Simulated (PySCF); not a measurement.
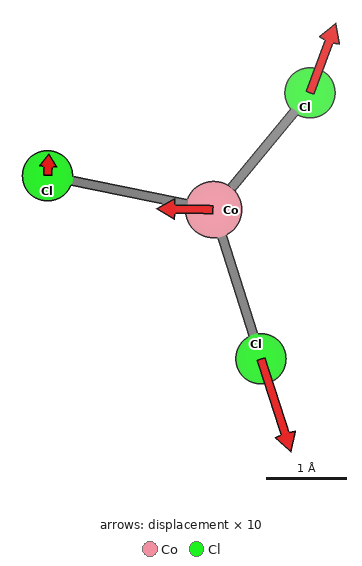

A relaxation of CoCl$_{3}$ (multiplicity 5). The starting structure is drawn; red arrows show the displacements, 10 times their true length. The two geometries are superimposed by the best rigid fit.

Style: ball-and-stick. Shown at a tilt.

The start comes from GFN2-xTB. Its atoms were then displaced at random by about 0.03 Å.

The calculation used PBE0-D3(BJ)/def2-SVP geometry optimisation, gas phase in PySCF. 

Q: Atoms of which element are displaced furthest, and by how much?

A: Chlorine: up to 0.12 Å, against 0.07 Å for cobalt.

Q: What did the optimiser do to the structure, and how much energy did it gain?

A: After 12 geometry steps the energy has fallen by 39.6 kJ/mol. The largest move after the best rigid fit is that of a Cl atom, 0.12 Å. Largest moves by element: Cl 0.12 Å, Co 0.07 Å. Near-neighbour distances that change, for instance: Cl–Co 1.960 → 2.108 Å, Cl–Co 2.173 → 2.108 Å. Bond angles that change, for instance: Cl–Co–Cl 117.8° → 120.6°, Cl–Co–Cl 122.1° → 119.7°.
